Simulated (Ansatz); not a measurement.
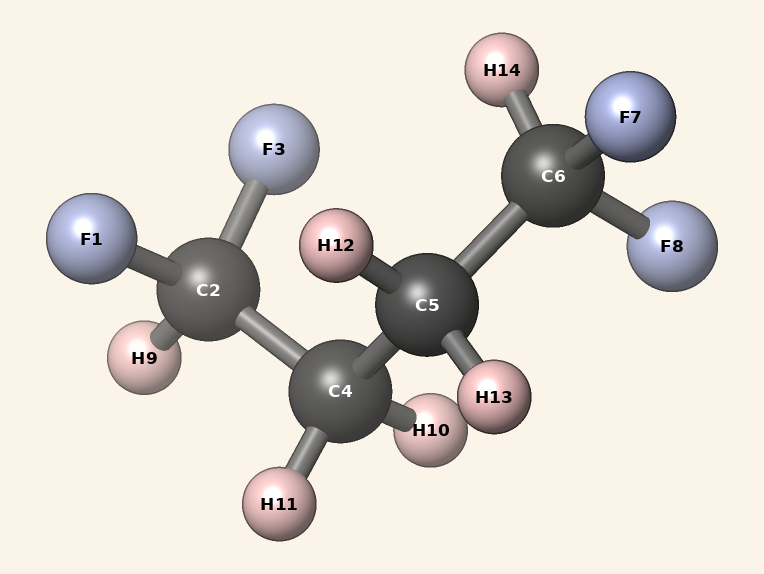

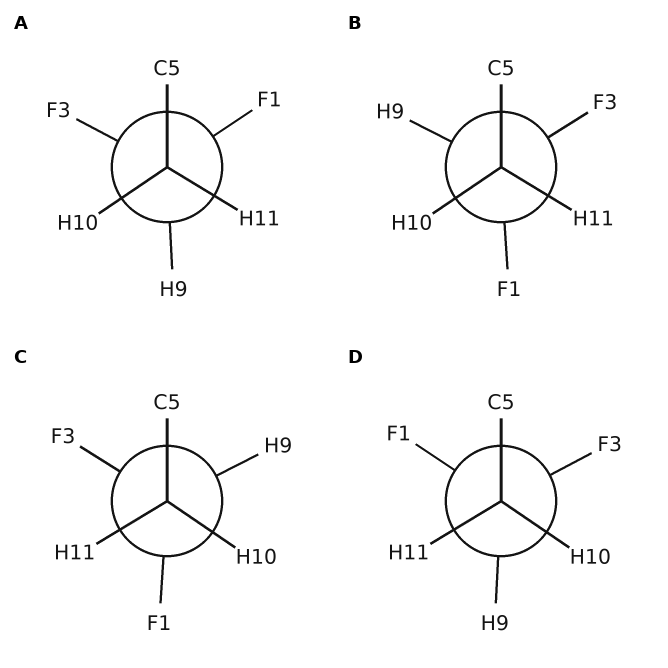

Distant atoms are faded towards the background colour. Bonds that would overlap in a projection are set slightly apart. The computed structure is the end point of a PBE0-D4/def2-TZVP optimisation.

### Which Newman projection shows the view along C4–C2, with C4 in front?

D. The torsion angle C5–C4–C2–F1 is −56°, synclinal (gauche).
